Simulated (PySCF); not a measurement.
# C₂H₆GeN₂: electronic excitations at several levels of theory

How much do the electronic excitations of C₂H₆GeN₂ (`N#C[CH2][GeH2][NH2]`) depend on the level of theory, and what does each level cost?

Computed with PySCF 2.14.0, with density-fitted response routines of our own, on a single molecule in the gas phase. Atoms are numbered from 0 throughout.

## Step 1: The starting structure

11 atoms, charge 0, multiplicity 1; geometry from: PBE0-D3(BJ)/def2-SVP.

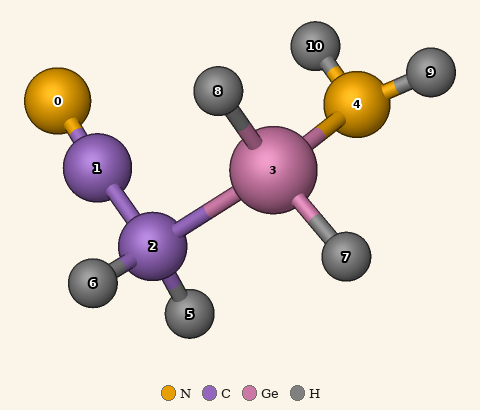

As it starts; nitrogen amber, carbon purple, germanium pink, hydrogen grey, atoms numbered.

## Step 2: Excited states and response: B3LYP/def2-SVPD

What the job is given:

```
{"job": {"kind": "uv", "xc": "B3LYP", "basis": "def2-SVPD", "ip": true}, "charge": 0, "multiplicity": 1}
N     -1.036774     2.138448    -0.046316
C     -1.151519     1.002706    -0.248276
C     -1.209030    -0.424596    -0.469011
Ge     0.369734    -1.284723     0.360673
N      1.795582    -0.381966    -0.340055
H     -1.192007    -0.636165    -1.548918
H     -2.136191    -0.840572    -0.046135
H      0.458281    -2.749892    -0.095680
H      0.190770    -1.201545     1.894186
H      2.707876    -0.789261    -0.156435
H      1.820518     0.607644    -0.104367
```

With the program's defaults for keys left out, this is: TDDFT B3LYP/def2-SVPD, vertical, gas phase, core orbitals frozen in the response.

Command:

```
$ OMP_NUM_THREADS=1 python probes_run.py task.json out
```

The driver reads the jobs from task.json and runs them one after another.

The log of the run:

```text
coarse grid: 42848 points
cycle   1  E = -2265.8855672841  dE = -2.210e-01  |g| = 7.123e-01  |ddm| = 4.262e+00
cycle   2  E = -2265.6171722293  dE =  2.684e-01  |g| = 1.308e+00  |ddm| = 2.780e+00
cycle   3  E = -2265.9676088336  dE = -3.504e-01  |g| = 2.776e-01  |ddm| = 1.810e+00
cycle   4  E = -2265.9828230193  dE = -1.521e-02  |g| = 6.074e-02  |ddm| = 2.777e-01
cycle   5  E = -2265.9834915988  dE = -6.686e-04  |g| = 2.937e-02  |ddm| = 1.311e-01
cycle   6  E = -2265.9836733254  dE = -1.817e-04  |g| = 3.089e-03  |ddm| = 3.939e-02
cycle   7  E = -2265.9836758510  dE = -2.526e-06  |g| = 7.146e-04  |ddm| = 6.518e-03
final grid: 89672 points
cycle   8  E = -2265.9836566040  dE =  3.319e-08  |g| = 8.650e-04  |ddm| = 5.096e-03
cycle   9  E = -2265.9836563908  dE =  2.132e-07  |g| = 1.277e-03  |ddm| = 2.827e-03
cycle  10  E = -2265.9836567673  dE = -3.766e-07  |g| = 3.437e-04  |ddm| = 1.722e-03
cycle  11  E = -2265.9836567929  dE = -2.561e-08  |g| = 4.814e-05  |ddm| = 3.345e-04
cycle  12  E = -2265.9836567934  dE = -5.070e-10  |g| = 9.829e-06  |ddm| = 8.018e-05
converged SCF energy = -2265.9836567934

Static polarisability (au): isotropic 67.177, principal 58.267 63.811 79.453

Singlet excitations
state   eV       nm        f      main configurations
  1   6.1226    202.5   0.01417   H->L 0.95
  2   6.5771    188.5   0.02809   H->L+1 0.95
  3   6.6431    186.6   0.02745   H->L+2 0.95
  4   6.9860    177.5   0.00892   H->L+3 0.86
  5   7.3409    168.9   0.00500   H-1->L+3 0.34, H-1->L+2 0.19, H-1->L 0.15
  6   7.4104    167.3   0.07325   H-1->L 0.48, H->L+4 0.28
  7   7.5551    164.1   0.05341   H->L+4 0.62, H-1->L 0.15
  8   7.6183    162.7   0.00945   H-2->L 0.52, H-1->L+2 0.15
  9   7.6686    161.7   0.00734   H-1->L+1 0.90
 10   7.7896    159.2   0.01038   H-1->L+2 0.40, H-1->L+3 0.34

Triplet excitations (Tamm-Dancoff, eV): 5.7409 6.0782 6.3350 6.4633
Vertical ionisation energy (delta-SCF) = 9.8104 eV
```

It took 56 s on 1 thread of Arm Neoverse V1, shared host; peak memory 0.77 GiB.

The orbitals next to the gap, with their largest atomic shares:

```tsv
orbital	eV	atoms
HOMO−3	-9.77	Ge3 31 %, H7 23 %, N0 13 %
HOMO−2	-9.15	N0 47 %, C1 36 %, C2 9 %
HOMO−1	-8.57	N0 33 %, C1 23 %, C2 17 %
HOMO	-7.46	N4 63 %, Ge3 12 %, H8 8 %
LUMO	-0.30	Ge3 36 %, H7 11 %, N0 10 %
LUMO+1	-0.04	Ge3 29 %, C2 14 %, H7 13 %
LUMO+2	0.14	C1 19 %, Ge3 18 %, N0 11 %
```

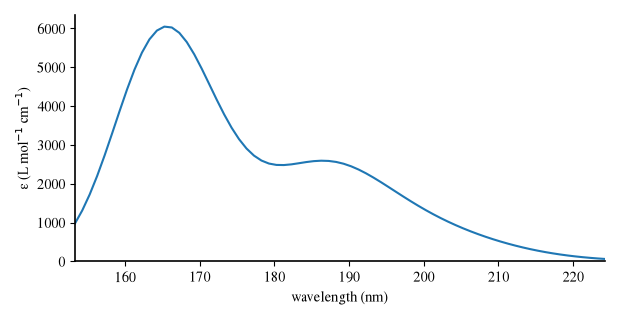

Absorption spectrum: each of the 10 states is a Gaussian band of 0.4 eV half-width at 1/e. Beyond the last state computed it falls off for lack of states.

Further results of this job:

```tsv
property	computed
dipole moment (D)	3.83
polarisability (Å³)	9.95
HOMO–LUMO gap (eV)	7.17
−ε(HOMO) (eV)	7.46
```

## Step 3: TDDFT and polarisability: PBE0/def2-SVPD

Same as in step 2 but for these lines:

```diff
@@ -1,2 +1,2 @@
-{"job": {"kind": "uv", "xc": "B3LYP", "basis": "def2-SVPD", "ip": true}, "charge": 0, "multiplicity": 1}
+{"job": {"kind": "uv", "xc": "PBE0", "basis": "def2-SVPD", "ip": true}, "charge": 0, "multiplicity": 1}
 N     -1.036774     2.138448    -0.046316
```

Level: TDDFT PBE0/def2-SVPD, vertical, gas phase, core orbitals frozen in the response.

The log of the run:

```text
coarse grid: 42848 points
cycle   1  E = -2265.3692884143  dE = -2.353e-01  |g| = 6.381e-01  |ddm| = 4.108e+00
cycle   2  E = -2265.1809156558  dE =  1.884e-01  |g| = 1.125e+00  |ddm| = 2.349e+00
cycle   3  E = -2265.4400364683  dE = -2.591e-01  |g| = 2.239e-01  |ddm| = 1.482e+00
cycle   4  E = -2265.4497989179  dE = -9.762e-03  |g| = 5.046e-02  |ddm| = 2.379e-01
cycle   5  E = -2265.4502773913  dE = -4.785e-04  |g| = 2.110e-02  |ddm| = 1.019e-01
cycle   6  E = -2265.4503725979  dE = -9.521e-05  |g| = 2.361e-03  |ddm| = 2.682e-02
cycle   7  E = -2265.4503738238  dE = -1.226e-06  |g| = 5.256e-04  |ddm| = 5.538e-03
final grid: 89672 points
cycle   8  E = -2265.4503708812  dE = -8.791e-09  |g| = 5.802e-04  |ddm| = 4.249e-03
cycle   9  E = -2265.4503707678  dE =  1.134e-07  |g| = 9.151e-04  |ddm| = 1.877e-03
cycle  10  E = -2265.4503709495  dE = -1.818e-07  |g| = 2.520e-04  |ddm| = 1.145e-03
cycle  11  E = -2265.4503709634  dE = -1.383e-08  |g| = 2.741e-05  |ddm| = 2.501e-04
cycle  12  E = -2265.4503709635  dE = -1.764e-10  |g| = 5.785e-06  |ddm| = 4.738e-05
converged SCF energy = -2265.4503709635

Static polarisability (au): isotropic 66.393, principal 57.542 63.100 78.539

Singlet excitations
state   eV       nm        f      main configurations
  1   6.3220    196.1   0.01758   H->L 0.92
  2   6.8433    181.2   0.02023   H->L+1 0.93
  3   6.9053    179.5   0.03586   H->L+2 0.89
  4   7.2058    172.1   0.00914   H->L+3 0.62, H-1->L+3 0.16, H-1->L+2 0.10
  5   7.5038    165.2   0.00528   H->L+3 0.30, H-1->L+3 0.21, H-1->L+2 0.14
  6   7.5958    163.2   0.08362   H-1->L 0.59, H->L+4 0.14, H-2->L+3 0.10
  7   7.7643    159.7   0.00411   H-2->L 0.40, H->L+4 0.18, H-2->L+2 0.11
  8   7.8159    158.6   0.04979   H->L+4 0.57, H-1->L+2 0.13
  9   7.9321    156.3   0.00799   H-1->L+1 0.86
 10   8.0481    154.1   0.00726   H-1->L+2 0.36, H-1->L+3 0.32, H-1->L 0.12

Triplet excitations (Tamm-Dancoff, eV): 5.8847 6.0761 6.5448 6.5906
Vertical ionisation energy (delta-SCF) = 9.8072 eV
```

Run time: 58 s. Hardware: 1 thread of Arm Neoverse V1, shared host; peak memory 0.77 GiB.

In short: HOMO -7.70 eV, LUMO -0.03 eV; lowest singlet 6.32 eV.

## Step 4: TDDFT and polarisability: BHandHLYP/def2-SVPD

Same as in step 3 but for these lines:

```diff
@@ -1,2 +1,2 @@
-{"job": {"kind": "uv", "xc": "PBE0", "basis": "def2-SVPD", "ip": true}, "charge": 0, "multiplicity": 1}
+{"job": {"kind": "uv", "xc": "BHandHLYP", "basis": "def2-SVPD", "ip": true}, "charge": 0, "multiplicity": 1}
 N     -1.036774     2.138448    -0.046316
```

With the program's defaults for keys left out, this is: TDDFT BHandHLYP/def2-SVPD, vertical, gas phase, core orbitals frozen in the response.

The log of the run:

```text
coarse grid: 42848 points
cycle   1  E = -2265.7141384007  dE = -1.958e-01  |g| = 5.919e-01  |ddm| = 4.058e+00
cycle   2  E = -2265.6396412052  dE =  7.450e-02  |g| = 8.626e-01  |ddm| = 1.866e+00
cycle   3  E = -2265.7934405823  dE = -1.538e-01  |g| = 1.151e-01  |ddm| = 1.035e+00
cycle   4  E = -2265.7956338426  dE = -2.193e-03  |g| = 5.331e-02  |ddm| = 1.595e-01
cycle   5  E = -2265.7961895273  dE = -5.557e-04  |g| = 9.248e-03  |ddm| = 9.596e-02
cycle   6  E = -2265.7962081959  dE = -1.867e-05  |g| = 3.073e-03  |ddm| = 1.291e-02
cycle   7  E = -2265.7962100392  dE = -1.843e-06  |g| = 5.532e-04  |ddm| = 7.402e-03
final grid: 89672 points
cycle   8  E = -2265.7961982921  dE = -1.309e-08  |g| = 5.908e-04  |ddm| = 2.849e-03
cycle   9  E = -2265.7961981666  dE =  1.255e-07  |g| = 9.796e-04  |ddm| = 1.803e-03
cycle  10  E = -2265.7961983724  dE = -2.057e-07  |g| = 7.192e-05  |ddm| = 9.754e-04
cycle  11  E = -2265.7961983735  dE = -1.122e-09  |g| = 2.423e-05  |ddm| = 1.170e-04
cycle  12  E = -2265.7961983736  dE = -1.464e-10  |g| = 8.424e-06  |ddm| = 6.019e-05
converged SCF energy = -2265.7961983736

Static polarisability (au): isotropic 64.482, principal 56.055 61.302 76.091

Singlet excitations
state   eV       nm        f      main configurations
  1   6.7698    183.1   0.02667   H->L 0.72, H->L+1 0.11, H->L+2 0.09
  2   7.2464    171.1   0.00060   H-1->L+3 0.26, H-1->L+5 0.19
  3   7.5350    164.5   0.02893   H->L+1 0.66, H->L 0.14
  4   7.5978    163.2   0.07107   H->L+2 0.29, H->L+1 0.11, H-1->L 0.10
  5   7.7353    160.3   0.00558   H-2->L+4 0.28, H-2->L 0.19, H-2->L+9 0.10
  6   7.7801    159.4   0.02295   H->L+2 0.46, H-1->L 0.09, H->L 0.08
  7   8.2986    149.4   0.02108   H-1->L+1 0.42, H->L+3 0.34, H-1->L 0.09
  8   8.3761    148.0   0.00373   H->L+3 0.32, H-1->L+1 0.17, H->L+4 0.10
  9   8.5844    144.4   0.03254   H-1->L 0.33, H-1->L+1 0.29, H-1->L+2 0.19
 10   8.7655    141.4   0.04882   H->L+4 0.60, H->L+7 0.11

Triplet excitations (Tamm-Dancoff, eV): 6.0099 6.2764 6.6129 6.6200
Vertical ionisation energy (delta-SCF) = 9.8563 eV
```

Run time: 68 s. Hardware: 1 thread of Arm Neoverse V1, shared host; peak memory 0.77 GiB.

Key values: HOMO -9.04 eV, LUMO 0.61 eV; lowest singlet 6.77 eV.

## Step 5: Ultraviolet spectrum: CAM-B3LYP/def2-SVPD

Same as in step 4 but for these lines:

```diff
@@ -1,2 +1,2 @@
-{"job": {"kind": "uv", "xc": "BHandHLYP", "basis": "def2-SVPD", "ip": true}, "charge": 0, "multiplicity": 1}
+{"job": {"kind": "uv", "xc": "CAM-B3LYP", "basis": "def2-SVPD", "ip": true}, "charge": 0, "multiplicity": 1}
 N     -1.036774     2.138448    -0.046316
```

Method: TDDFT CAM-B3LYP/def2-SVPD, vertical, gas phase, core orbitals frozen in the response.

The log of the run:

```text
coarse grid: 42848 points
cycle   1  E = -2265.8619694688  dE = -2.009e-01  |g| = 6.862e-01  |ddm| = 4.191e+00
cycle   2  E = -2265.7450611569  dE =  1.169e-01  |g| = 1.041e+00  |ddm| = 2.229e+00
cycle   3  E = -2265.9559472799  dE = -2.109e-01  |g| = 1.467e-01  |ddm| = 1.214e+00
cycle   4  E = -2265.9594784321  dE = -3.531e-03  |g| = 5.412e-02  |ddm| = 1.713e-01
cycle   5  E = -2265.9600366698  dE = -5.582e-04  |g| = 1.193e-02  |ddm| = 1.036e-01
cycle   6  E = -2265.9600669706  dE = -3.030e-05  |g| = 3.581e-03  |ddm| = 1.506e-02
cycle   7  E = -2265.9600695465  dE = -2.576e-06  |g| = 6.247e-04  |ddm| = 1.176e-02
final grid: 89672 points
cycle   8  E = -2265.9600416445  dE = -5.658e-08  |g| = 5.631e-04  |ddm| = 3.069e-03
cycle   9  E = -2265.9600415906  dE =  5.386e-08  |g| = 7.775e-04  |ddm| = 2.377e-03
cycle  10  E = -2265.9600417150  dE = -1.244e-07  |g| = 1.288e-04  |ddm| = 9.621e-04
cycle  11  E = -2265.9600417186  dE = -3.561e-09  |g| = 3.182e-05  |ddm| = 1.313e-04
cycle  12  E = -2265.9600417188  dE = -2.274e-10  |g| = 9.350e-06  |ddm| = 9.600e-05
converged SCF energy = -2265.9600417188

Static polarisability (au): isotropic 65.996, principal 57.462 62.726 77.799

Singlet excitations
state   eV       nm        f      main configurations
  1   6.4524    192.2   0.02331   H->L 0.73, H->L+1 0.12, H->L+2 0.09
  2   7.1990    172.2   0.01633   H->L+1 0.61, H->L+2 0.11
  3   7.2846    170.2   0.04030   H->L+2 0.46, H->L 0.15, H->L+1 0.11
  4   7.3720    168.2   0.02007   H-1->L+3 0.24, H->L+2 0.22, H->L+3 0.10
  5   7.6928    161.2   0.06610   H-1->L 0.27, H-1->L+4 0.13, H-2->L+3 0.10
  6   7.8089    158.8   0.00310   H-2->L 0.25, H-2->L+4 0.23, H-2->L+3 0.14
  7   7.9934    155.1   0.01420   H->L+3 0.52, H-1->L+1 0.09
  8   8.1349    152.4   0.00373   H-1->L+1 0.44, H-1->L+2 0.16, H->L+4 0.10
  9   8.3708    148.1   0.00851   H-1->L+1 0.29, H-1->L+2 0.19, H->L+4 0.18
 10   8.3804    147.9   0.05798   H->L+4 0.39, H-1->L 0.17

Triplet excitations (Tamm-Dancoff, eV): 6.0006 6.1646 6.6982 6.7104
Vertical ionisation energy (delta-SCF) = 10.0292 eV
```

Run time: 88 s. Hardware: 1 thread of Arm Neoverse V1, shared host; peak memory 0.87 GiB.

Key values: HOMO -9.11 eV, LUMO 0.74 eV; lowest singlet 6.45 eV.

## Step 6: Excited states and response: wB97X-D/def2-SVPD

Same as in step 5 but for these lines:

```diff
@@ -1,2 +1,2 @@
-{"job": {"kind": "uv", "xc": "CAM-B3LYP", "basis": "def2-SVPD", "ip": true}, "charge": 0, "multiplicity": 1}
+{"job": {"kind": "uv", "xc": "wB97X-D", "basis": "def2-SVPD", "ip": true}, "charge": 0, "multiplicity": 1}
 N     -1.036774     2.138448    -0.046316
```

Method: TDDFT wB97X-D/def2-SVPD, vertical, gas phase, core orbitals frozen in the response.

The log of the run:

```text
coarse grid: 42848 points
cycle   1  E = -2265.8296582899  dE = -2.097e-01  |g| = 6.808e-01  |ddm| = 4.053e+00
cycle   2  E = -2265.7455530552  dE =  8.411e-02  |g| = 9.695e-01  |ddm| = 2.055e+00
cycle   3  E = -2265.9305214229  dE = -1.850e-01  |g| = 1.153e-01  |ddm| = 1.066e+00
cycle   4  E = -2265.9326420394  dE = -2.121e-03  |g| = 5.394e-02  |ddm| = 1.493e-01
cycle   5  E = -2265.9332105518  dE = -5.685e-04  |g| = 7.643e-03  |ddm| = 1.188e-01
cycle   6  E = -2265.9332264407  dE = -1.589e-05  |g| = 3.436e-03  |ddm| = 2.742e-02
cycle   7  E = -2265.9332290581  dE = -2.617e-06  |g| = 8.203e-04  |ddm| = 1.570e-02
final grid: 89672 points
cycle   8  E = -2265.9328155163  dE = -9.700e-07  |g| = 8.043e-04  |ddm| = 7.644e-03
cycle   9  E = -2265.9328155355  dE = -1.917e-08  |g| = 8.155e-04  |ddm| = 3.840e-03
cycle  10  E = -2265.9328156519  dE = -1.165e-07  |g| = 1.147e-04  |ddm| = 8.647e-04
cycle  11  E = -2265.9328156544  dE = -2.449e-09  |g| = 7.844e-05  |ddm| = 4.035e-04
cycle  12  E = -2265.9328156557  dE = -1.362e-09  |g| = 2.075e-05  |ddm| = 3.060e-04
cycle  13  E = -2265.9328156558  dE = -1.146e-10  |g| = 5.535e-06  |ddm| = 8.233e-05
converged SCF energy = -2265.9328156558

Static polarisability (au): isotropic 66.056, principal 57.585 62.720 77.863

Singlet excitations
state   eV       nm        f      main configurations
  1   6.6021    187.8   0.02657   H->L 0.70, H->L+2 0.12, H->L+1 0.11
  2   7.3162    169.5   0.00728   H->L+2 0.29, H->L+1 0.21, H-1->L+3 0.15
  3   7.4232    167.0   0.03049   H->L+1 0.51, H->L 0.12, H-1->L+3 0.09
  4   7.4600    166.2   0.04370   H->L+2 0.41, H->L+3 0.14, H->L 0.13
  5   7.7767    159.4   0.06416   H-1->L 0.30, H-1->L+4 0.12, H-2->L+3 0.10
  6   7.8830    157.3   0.00277   H-2->L 0.32, H-2->L+4 0.20, H-2->L+3 0.16
  7   8.1122    152.8   0.01277   H->L+3 0.51, H->L+4 0.08
  8   8.3225    149.0   0.00825   H-1->L+1 0.37, H-1->L+2 0.24, H->L+4 0.17
  9   8.4599    146.6   0.03209   H->L+4 0.45, H->L+6 0.14, H-1->L+1 0.09
 10   8.5782    144.5   0.03144   H-1->L+1 0.36, H-1->L+2 0.22, H-1->L 0.15

Triplet excitations (Tamm-Dancoff, eV): 6.2165 6.3016 6.8460 6.8659
Vertical ionisation energy (delta-SCF) = 9.9922 eV
```

Wall time 67 s (1 thread of Arm Neoverse V1, shared host); peak memory 0.85 GiB.

This run: HOMO -9.61 eV, LUMO 1.61 eV; lowest singlet 6.60 eV.

## Step 7: Excited states and response: LC-wPBE/def2-SVPD

Same as in step 6 but for these lines:

```diff
@@ -1,2 +1,2 @@
-{"job": {"kind": "uv", "xc": "wB97X-D", "basis": "def2-SVPD", "ip": true}, "charge": 0, "multiplicity": 1}
+{"job": {"kind": "uv", "xc": "LC-wPBE", "basis": "def2-SVPD", "ip": true}, "charge": 0, "multiplicity": 1}
 N     -1.036774     2.138448    -0.046316
```

Method: TDDFT LC-wPBE/def2-SVPD, vertical, gas phase, core orbitals frozen in the response.

The log of the run:

```text
coarse grid: 42848 points
cycle   1  E = -2265.4270005518  dE = -1.880e-01  |g| = 7.247e-01  |ddm| = 4.082e+00
cycle   2  E = -2265.3825366247  dE =  4.446e-02  |g| = 9.243e-01  |ddm| = 1.887e+00
cycle   3  E = -2265.5387813858  dE = -1.562e-01  |g| = 1.008e-01  |ddm| = 9.776e-01
cycle   4  E = -2265.5403775871  dE = -1.596e-03  |g| = 5.828e-02  |ddm| = 1.463e-01
cycle   5  E = -2265.5410126127  dE = -6.350e-04  |g| = 5.513e-03  |ddm| = 1.152e-01
cycle   6  E = -2265.5410281155  dE = -1.550e-05  |g| = 2.044e-03  |ddm| = 3.560e-02
cycle   7  E = -2265.5410294138  dE = -1.298e-06  |g| = 9.522e-04  |ddm| = 1.132e-02
final grid: 89672 points
cycle   8  E = -2265.5410227526  dE = -4.842e-07  |g| = 1.079e-03  |ddm| = 4.043e-03
cycle   9  E = -2265.5410229322  dE = -1.795e-07  |g| = 1.106e-03  |ddm| = 4.033e-03
cycle  10  E = -2265.5410231736  dE = -2.415e-07  |g| = 1.049e-04  |ddm| = 1.276e-03
cycle  11  E = -2265.5410231763  dE = -2.645e-09  |g| = 5.136e-05  |ddm| = 2.378e-04
cycle  12  E = -2265.5410231774  dE = -1.088e-09  |g| = 1.515e-05  |ddm| = 3.909e-04
cycle  13  E = -2265.5410231774  dE = -5.730e-11  |g| = 3.126e-06  |ddm| = 4.695e-05
converged SCF energy = -2265.5410231774

Static polarisability (au): isotropic 64.279, principal 56.060 61.088 75.689

Singlet excitations
state   eV       nm        f      main configurations
  1   6.9646    178.0   0.02935   H->L 0.46, H->L+1 0.25, H->L+2 0.16
  2   7.4933    165.5   0.00064   H-1->L+3 0.20, H-1->L+5 0.20, H-1->L+2 0.09
  3   7.8792    157.4   0.07747   H->L+2 0.13, H-1->L+4 0.10, H-1->L 0.10
  4   7.9083    156.8   0.01868   H->L+1 0.47, H->L+2 0.14, H->L 0.10
  5   8.0435    154.1   0.00380   H-2->L+4 0.27, H-2->L+3 0.17, H-2->L 0.14
  6   8.1293    152.5   0.04229   H->L+2 0.33, H->L 0.29
  7   8.6780    142.9   0.02096   H->L+3 0.50
  8   8.8030    140.8   0.00951   H-1->L+1 0.37, H-1->L+2 0.24, H-1->L 0.17
  9   8.9827    138.0   0.04823   H->L+4 0.28, H->L+7 0.27, H->L+6 0.14
 10   9.0876    136.4   0.05724   H-1->L+1 0.30, H-1->L+2 0.17, H-3->L+1 0.11

Triplet excitations (Tamm-Dancoff, eV): 6.1576 6.4490 6.7379 6.7460
Vertical ionisation energy (delta-SCF) = 10.1504 eV
```

Run time: 91 s. Hardware: 1 thread of Arm Neoverse V1, shared host; peak memory 0.79 GiB.

In short: HOMO -10.49 eV, LUMO 1.78 eV; lowest singlet 6.96 eV.

## Step 8: Excited states and response: PBE0/6-31G*

Same as in step 7 but for these lines:

```diff
@@ -1,2 +1,2 @@
-{"job": {"kind": "uv", "xc": "LC-wPBE", "basis": "def2-SVPD", "ip": true}, "charge": 0, "multiplicity": 1}
+{"job": {"kind": "uv", "xc": "PBE0", "basis": "6-31G*"}, "charge": 0, "multiplicity": 1}
 N     -1.036774     2.138448    -0.046316
```

With the program's defaults for keys left out, this is: TDDFT PBE0/6-31G*, vertical, gas phase, core orbitals frozen in the response.

The log of the run:

```text
coarse grid: 42848 points
cycle   1  E = -2265.4545000233  dE = -1.748e-01  |g| = 6.498e-01  |ddm| = 3.265e+00
cycle   2  E = -2265.2705617358  dE =  1.839e-01  |g| = 1.121e+00  |ddm| = 1.495e+00
cycle   3  E = -2265.5282966607  dE = -2.577e-01  |g| = 2.254e-01  |ddm| = 1.047e+00
cycle   4  E = -2265.5384774888  dE = -1.018e-02  |g| = 5.219e-02  |ddm| = 1.902e-01
cycle   5  E = -2265.5390070362  dE = -5.295e-04  |g| = 1.865e-02  |ddm| = 5.996e-02
cycle   6  E = -2265.5390833325  dE = -7.630e-05  |g| = 2.932e-03  |ddm| = 1.658e-02
cycle   7  E = -2265.5390849904  dE = -1.658e-06  |g| = 6.232e-04  |ddm| = 2.960e-03
final grid: 89672 points
cycle   8  E = -2265.5390958863  dE =  3.122e-08  |g| = 7.554e-04  |ddm| = 1.507e-03
cycle   9  E = -2265.5390956047  dE =  2.816e-07  |g| = 1.350e-03  |ddm| = 1.810e-03
cycle  10  E = -2265.5390960044  dE = -3.997e-07  |g| = 2.906e-04  |ddm| = 1.200e-03
cycle  11  E = -2265.5390960228  dE = -1.838e-08  |g| = 3.532e-05  |ddm| = 2.179e-04
cycle  12  E = -2265.5390960231  dE = -2.933e-10  |g| = 4.226e-06  |ddm| = 3.303e-05
converged SCF energy = -2265.5390960231

Static polarisability (au): isotropic 54.259, principal 44.780 50.723 67.275

Singlet excitations
state   eV       nm        f      main configurations
  1   6.3985    193.8   0.03524   H->L 0.92
  2   7.0663    175.5   0.02845   H->L+1 0.86
  3   7.3483    168.7   0.00164   H->L+2 0.56, H-1->L+2 0.19, H-1->L+1 0.10
  4   7.5076    165.1   0.00688   H->L+3 0.55, H->L+2 0.24
  5   7.7134    160.7   0.00315   H->L+3 0.27, H-2->L 0.19, H->L+2 0.14
  6   7.7551    159.9   0.09242   H-1->L 0.71, H-2->L+2 0.09
  7   7.9209    156.5   0.00392   H-2->L 0.33, H-1->L+2 0.18, H-1->L+1 0.15
  8   8.1980    151.2   0.00369   H-1->L+1 0.39, H-1->L+2 0.25, H-1->L 0.17
  9   8.6052    144.1   0.04302   H-1->L+3 0.76, H-1->L+1 0.13
 10   8.6565    143.2   0.01640   H->L+4 0.80

Triplet excitations (Tamm-Dancoff, eV): 5.8147 6.1116 6.6660 6.7004
```

Run time: 9.5 s. Hardware: 1 thread of Arm Neoverse V1, shared host; peak memory 0.54 GiB.

In short: HOMO -7.33 eV, LUMO 0.44 eV; lowest singlet 6.40 eV.

(Part 1 of 2 ends here.)
